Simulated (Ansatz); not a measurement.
System: Na6Sn2P.

```
CELL_PARAMETERS angstrom
10.21591 0.00000 0.00000
0.00000 5.54875 0.00000
-1.32584 0.00000 9.35090
ATOMIC_POSITIONS crystal
Sn 0.14474 0.00000 0.24903
Sn 0.64474 0.50000 0.24903
Sn 0.35526 0.50000 0.75097
Sn 0.85526 0.00000 0.75097
P 0.00000 0.00000 0.00000
P 0.50000 0.50000 0.00000
Na 0.47030 0.00000 0.27530
Na 0.97030 0.50000 0.27530
Na 0.02970 0.50000 0.72470
Na 0.52970 0.00000 0.72470
Na 0.29260 0.00000 0.92950
Na 0.79260 0.50000 0.92950
Na 0.20740 0.50000 0.07050
Na 0.70740 0.00000 0.07050
Na 0.17360 0.00000 0.59080
Na 0.67360 0.50000 0.59080
Na 0.32640 0.50000 0.40920
Na 0.82640 0.00000 0.40920
```

Space group C2/m; built by placing these elements on a known structure type; computed pressure about −2 GPa in this cell; computed without spin polarisation.

Theory: Ansatz 0.2.0, DFT, PAW plane waves, LDA.

### What can the converged electron localisation function tell about the bonding?

Sn–P (2.60 Å): the ELF peaks at about 0.80 in the valence shell of P, 0.8 Å from its nucleus, and is about 0.45 at the midpoint.
Na–P (3.15 Å): the ELF peaks at about 0.85 in the valence shell of P, 0.9 Å from its nucleus, and is about 0.55 at the midpoint.
Na–Sn (3.20 Å): the ELF reaches about 0.50 near the midpoint.
Na–Sn (3.30 Å): the ELF peaks at about 0.65 in the valence shell of Sn, 1.6 Å from its nucleus, and is about 0.60 at the midpoint.

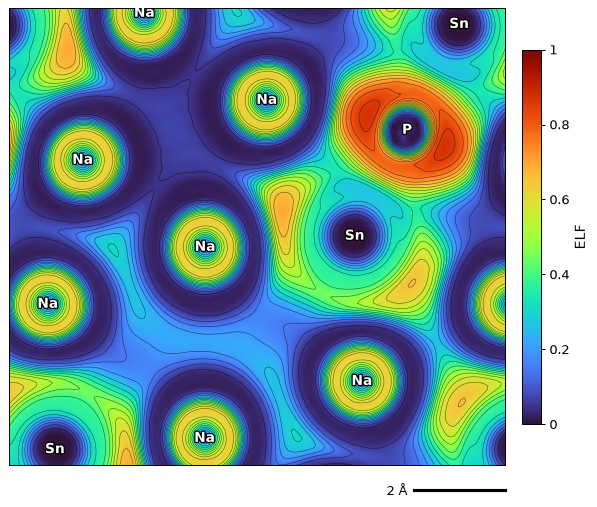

Computed electron localisation function on the (010) plane of the conventional cell. 

Core electrons are frozen (PAW), and the valence fields are smoothed inside the atomic spheres.
